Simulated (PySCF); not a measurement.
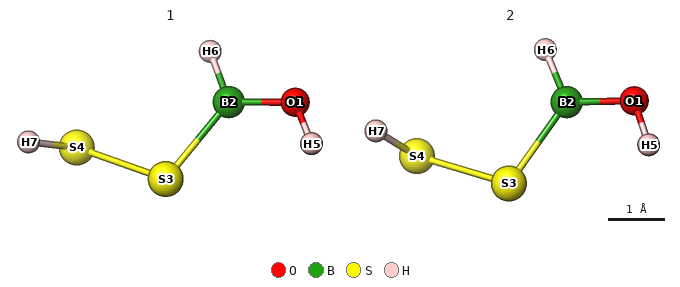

Two geometries of BH3S2O, drawn at one scale. One is the start of a relaxation, the other its converged end. Style: ball-and-stick. Shown at a tilt.

All numbers below come from RKS PBE0-D4/def2-TZVP, density fitting (PySCF 2.14.0). 

Q: Which of the two is the end point?

A: Structure 2 is the relaxed one. After 11 geometry steps the energy has fallen by 5.47 kJ/mol. The atom that moves furthest after the best rigid fit is H7 (0.24 Å). By element the largest moves are H 0.24 Å, S 0.16 Å, O 0.04 Å, B 0.04 Å. Some distances before and after: O1–B2 1.320 → 1.350 Å, B2–H6 1.167 → 1.191 Å, S4–H7 1.336 → 1.345 Å, S3–S4 2.065 → 2.059 Å. Bond angles that change, for instance: B2–O1–H5 120.0° → 115.7°. Groups turn about S3–S4 by about 20°.
